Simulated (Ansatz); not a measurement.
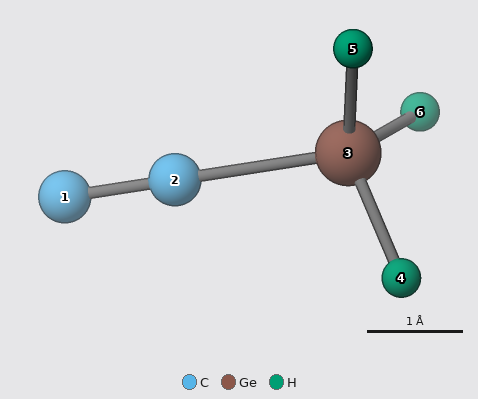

Fig. 1: The structure as given in the input (ball-and-stick view, seen at a tilt; atoms are numbered from 1 in the order of the input). Sticks mark near contacts.

Geometry relaxation, with input and output: C₂H₃Ge

- system: C₂H₃Ge, multiplicity 2
- method: HF/6-31G*, UHF (Ansatz 0.2.0)

The geometry comes from this level: PBE0-D4/def2-TZVP. Figures and captions count atoms from 1; the log counts them from 0 in places.

## The program's output
```
The last accepted step is kept in runs//last_step.txt (removed where the run ends without a failure and the disk answers)
Functional definition: HF
  name "HF"
  exchange = exact_x
  correlation = 0
780 factors; integrals over basis functions are off by at most 2.9e-4 eV
mean field evaluation 1: about -58567.0909 eV, gradient 1.4e1 eV
mean field evaluation 2: about -58567.1465 eV, gradient 1.4e1 eV
mean field evaluation 4: about -58569.2063 eV, gradient 3.6e0 eV
mean field evaluation 8: about -58569.5703 eV, gradient 1.1e0 eV
mean field evaluation 16: about -58569.7474 eV, gradient 1.7e-5 eV
mean field evaluation 32: about -58569.1377 eV, gradient 8.4e-1 eV
mean field evaluation 64: about -58569.2252 eV, gradient 1.5e-3 eV
mean field evaluation 96: about -58569.2252 eV, gradient 3.1e-4 eV
mean field -58569.74740102 eV, -2152.3985169870 hartree, gradient 4.0e-5 eV, S^2 1.165613; 2 other end points of the search recorded, 0 dependent functions left out
the calculation of the forces begins
reference -58569.74740102 eV, -2152.3985169870 hartree; 24, 23 occupied and 47, 48 virtual orbitals, 780 factors
relax step   1: F+E_penalty+E_count = -58569.74740102 eV  Δ(F+E_penalty+E_count) = +0.000e0 eV  max|allowed force component| = 9.436e-1 eV/Å  Δτ_max = 0.0000 Å  (390 SCF iters, accepted)
these checks for a lower state are left out or cut short: starts, cluster_reference, orbital_swaps, neighbouring_geometries, increment
780 factors; integrals over basis functions are off by at most 2.8e-4 eV
mean field -58569.75762093 eV, -2152.3988925616 hartree, gradient 2.3e-5 eV, S^2 1.210812; 1 other end points of the search recorded, 0 dependent functions left out
the calculation of the forces begins
reference -58569.75762093 eV, -2152.3988925616 hartree; 24, 23 occupied and 47, 48 virtual orbitals, 780 factors
relax step   2: F+E_penalty+E_count = -58569.75762093 eV  Δ(F+E_penalty+E_count) = -1.022e-2 eV  max|allowed force component| = 1.995e-1 eV/Å  Δτ_max = 0.0285 Å  (126 SCF iters, accepted)
these checks for a lower state are left out or cut short: starts, cluster_reference, orbital_swaps, neighbouring_geometries, increment
780 factors; integrals over basis functions are off by at most 2.9e-4 eV
mean field evaluation 128: about -58569.7587 eV, gradient 1.1e-3 eV
mean field -58569.75871975 eV, -2152.3989329426 hartree, gradient 2.4e-5 eV, S^2 1.222760; 1 other end points of the search recorded, 0 dependent functions left out
the calculation of the forces begins
reference -58569.75871975 eV, -2152.3989329426 hartree; 24, 23 occupied and 47, 48 virtual orbitals, 780 factors
relax step   3: F+E_penalty+E_count = -58569.75871975 eV  Δ(F+E_penalty+E_count) = -1.099e-3 eV  max|allowed force component| = 2.316e-2 eV/Å  Δτ_max = 0.0064 Å  (100 SCF iters, accepted)
these checks for a lower state are left out or cut short: starts, cluster_reference, orbital_swaps, neighbouring_geometries, increment
780 factors; integrals over basis functions are off by at most 2.9e-4 eV
mean field -58569.75873440 eV, -2152.3989334809 hartree, gradient 5.9e-5 eV, S^2 1.223087; 1 other end points of the search recorded, 0 dependent functions left out
the calculation of the forces begins
reference -58569.75873440 eV, -2152.3989334809 hartree; 24, 23 occupied and 47, 48 virtual orbitals, 780 factors
relax step   4: F+E_penalty+E_count = -58569.75873440 eV  Δ(F+E_penalty+E_count) = -1.465e-5 eV  max|allowed force component| = 7.294e-3 eV/Å  Δτ_max = 0.0005 Å  (96 SCF iters, accepted)
these checks for a lower state are left out or cut short: starts, cluster_reference, orbital_swaps, neighbouring_geometries, increment
780 factors; integrals over basis functions are off by at most 2.9e-4 eV
mean field -58569.75873600 eV, -2152.3989335396 hartree, gradient 3.0e-5 eV, S^2 1.222992; 1 other end points of the search recorded, 0 dependent functions left out
the calculation of the forces begins
reference -58569.75873600 eV, -2152.3989335396 hartree; 24, 23 occupied and 47, 48 virtual orbitals, 780 factors
relax step   5: F+E_penalty+E_count = -58569.75873600 eV  Δ(F+E_penalty+E_count) = -1.598e-6 eV  max|allowed force component| = 5.288e-4 eV/Å  Δτ_max = 0.0002 Å  (111 SCF iters, accepted)
780 factors; integrals over basis functions are off by at most 2.9e-4 eV
mean field evaluation 160: about -58569.7587 eV, gradient 3.0e-5 eV
mean field evaluation 192: about -58569.2775 eV, gradient 1.7e-1 eV
mean field evaluation 224: about -58569.2674 eV, gradient 9.8e-1 eV
```

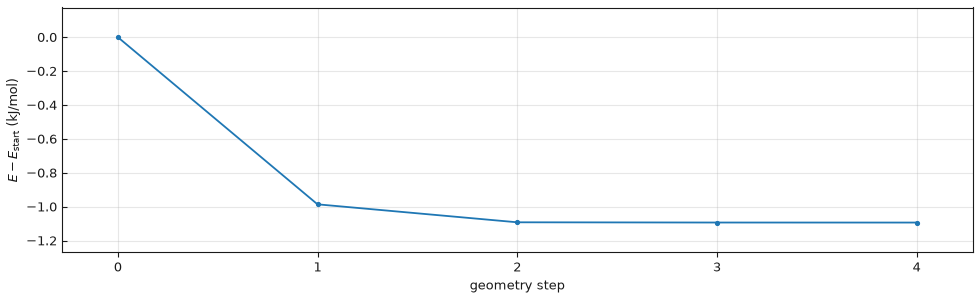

Fig. 2: Progress of the relaxation, step by step (the first geometry is step 0 here and step 1 in the log).

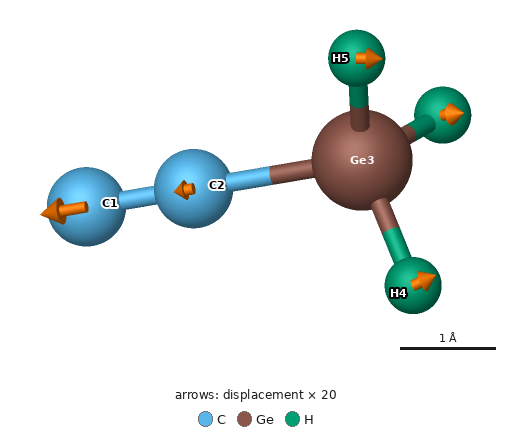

Fig. 3: The starting structure with the displacements as orange arrows, magnified 20 times (ball-and-stick view, seen at a tilt). The two geometries are laid on each other by the best rigid fit. The energy falls by 1.09 kJ/mol in 4 geometry steps. Largest force component: 0.94 eV/Å at the start, 0.00053 eV/Å at the end. The largest move after the best rigid fit is that of C1, 0.027 Å. Largest moves by element: C 0.027 Å, H 0.014 Å, Ge 0.002 Å. Among the contacts that change: C1–C2 1.211 → 1.226 Å, C2–Ge3 1.905 → 1.914 Å. (Atoms are counted from 1 in the order of the input.)

```
mean field -58569.75873600 eV, -2152.3989335396 hartree, gradient 3.0e-5 eV, S^2 1.222992; 5 other end points of the search recorded, 0 dependent functions left out
the calculation of the forces begins
reference -58569.75873600 eV, -2152.3989335396 hartree; 24, 23 occupied and 47, 48 virtual orbitals, 780 factors
Total energy: -58569.75873600 eV, -2152.3989335396 hartree
Atom 0 at     1.074040    -2.014503     1.139369 Å, force    -0.000293     0.000529    -0.000098 eV/Å
Atom 1 at     0.559591    -1.048389     0.586530 Å, force    -0.000094     0.000197    -0.000301 eV/Å
Atom 2 at    -0.243118     0.459116    -0.276634 Å, force     0.000102    -0.000189     0.000078 eV/Å
Atom 3 at    -1.485112    -0.015284    -1.040576 Å, force     0.000450     0.000174     0.000299 eV/Å
Atom 4 at     0.774909     1.069826    -1.247131 Å, force    -0.000377    -0.000197     0.000357 eV/Å
Atom 5 at    -0.638110     1.485234     0.792141 Å, force     0.000212    -0.000513    -0.000336 eV/Å
Dipole moment:    -0.069159     0.129883    -0.074374 e Å
```

## Trajectory as extended XYZ (Å, eV, eV/Å), 5 frames, from step=1 to step=5
```
6
Properties=species:S:1:pos:R:3:forces:R:3 step=1 energy=-58569.74740
C     1.0630   -1.9937    1.1272    0.5025  -0.9436   0.5402
C     0.5548   -1.0394    0.5816   -0.4095   0.7687  -0.4402
Ge   -0.2442    0.4611   -0.2777   -0.0144   0.0268  -0.0159
H    -1.4821   -0.0281   -1.0359   -0.0302   0.0459  -0.0301
H     0.7837    1.0597   -1.2429   -0.0213   0.0503  -0.0313
H    -0.6330    1.4764    0.8014   -0.0271   0.0519  -0.0226
6
Properties=species:S:1:pos:R:3:forces:R:3 step=2 energy=-58569.75762
C     1.0749   -2.0161    1.1401    0.1062  -0.1995   0.1146
C     0.5618   -1.0526    0.5891   -0.1050   0.1974  -0.1137
Ge   -0.2402    0.4537   -0.2735   -0.0437   0.0818  -0.0466
H    -1.4842   -0.0092   -1.0412    0.0025  -0.0363   0.0090
H     0.7696    1.0729   -1.2472    0.0279  -0.0241   0.0068
H    -0.6396    1.4872    0.7864    0.0121  -0.0192   0.0299
6
Properties=species:S:1:pos:R:3:forces:R:3 step=3 energy=-58569.75872
C     1.0738   -2.0141    1.1390    0.0020  -0.0038   0.0026
C     0.5594   -1.0480    0.5864    0.0074  -0.0139   0.0073
Ge   -0.2428    0.4586   -0.2763   -0.0124   0.0232  -0.0130
H    -1.4851   -0.0155   -1.0406    0.0046   0.0012   0.0029
H     0.7751    1.0697   -1.2471   -0.0033  -0.0026   0.0037
H    -0.6381    1.4852    0.7923    0.0016  -0.0041  -0.0035
6
Properties=species:S:1:pos:R:3:forces:R:3 step=4 energy=-58569.75873
C     1.0740   -2.0144    1.1392   -0.0010   0.0019  -0.0007
C     0.5595   -1.0482    0.5865    0.0039  -0.0073   0.0036
Ge   -0.2430    0.4590   -0.2765   -0.0035   0.0065  -0.0036
H    -1.4851   -0.0153   -1.0405    0.0008   0.0001   0.0005
H     0.7749    1.0698   -1.2471   -0.0005  -0.0005   0.0006
H    -0.6381    1.4852    0.7921    0.0003  -0.0008  -0.0005
6
Properties=species:S:1:pos:R:3:forces:R:3 step=5 energy=-58569.75874
C     1.0740   -2.0145    1.1394   -0.0003   0.0005  -0.0001
C     0.5596   -1.0484    0.5865   -0.0001   0.0002  -0.0003
Ge   -0.2431    0.4591   -0.2766    0.0001  -0.0002   0.0001
H    -1.4851   -0.0153   -1.0406    0.0004   0.0002   0.0003
H     0.7749    1.0698   -1.2471   -0.0004  -0.0002   0.0004
H    -0.6381    1.4852    0.7921    0.0002  -0.0005  -0.0003
```

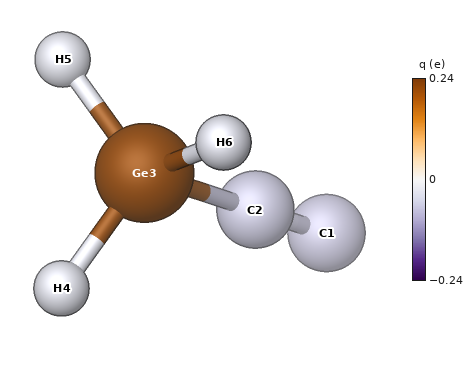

Fig. 4: Mulliken charges, as the colour of each atom (ball-and-stick view, seen at a tilt; atoms are numbered from 1 in the order of the input; Mulliken charges depend strongly on the basis). By element: C −0.08 to −0.07, Ge +0.22 and H −0.03 e.

This output came from the following input.

## Input file
```yaml
crystal:
  periodic: [false, false, false]
  atoms:
    - {symbol: C, position_ang: [1.063000, -1.993700, 1.127200]}
    - {symbol: C, position_ang: [0.554800, -1.039400, 0.581600]}
    - {symbol: Ge, position_ang: [-0.244200, 0.461100, -0.277700]}
    - {symbol: H, position_ang: [-1.482100, -0.028100, -1.035900]}
    - {symbol: H, position_ang: [0.783700, 1.059700, -1.242900]}
    - {symbol: H, position_ang: [-0.633000, 1.476400, 0.801400]}
basis:
  gaussian:
    orbitals: "6-31G*"
magnetization:
  spin_polarized: true
  initial_magnetization: 1
hamiltonian:
  xc: hf
relax:
  f_tol: 0.002
output: {orbitals: {seedname: orbitals}}
```

Command:
```bash
ansatz run molecule.yaml --threads 1 --pin off --max-ram 3480MiB --events-out events.jsonl --progress --plain --runs-dir runs
```

## Summary

| quantity | value |
| --- | --- |
| outcome | converged |
| total energy | −2152.398934 hartree |
| basis functions | 71 |
| largest force | 0.001 eV/Å |
| ⟨S²⟩ | 1.223 |
| SCF solution under orbital rotations | stable |
| HOMO (either spin) | −10.92 eV |
| LUMO (either spin) | 1.48 eV |
| dipole moment | 0.79 D |
| hardware | 1 thread of Arm Neoverse V2, 112 GiB of memory available, shared host |
| wall time | 24 s |
| peak memory | 0.22 GiB |

## Notes

⟨S²⟩ is 1.22 against 0.75 for a pure state: the solution is spin-contaminated.
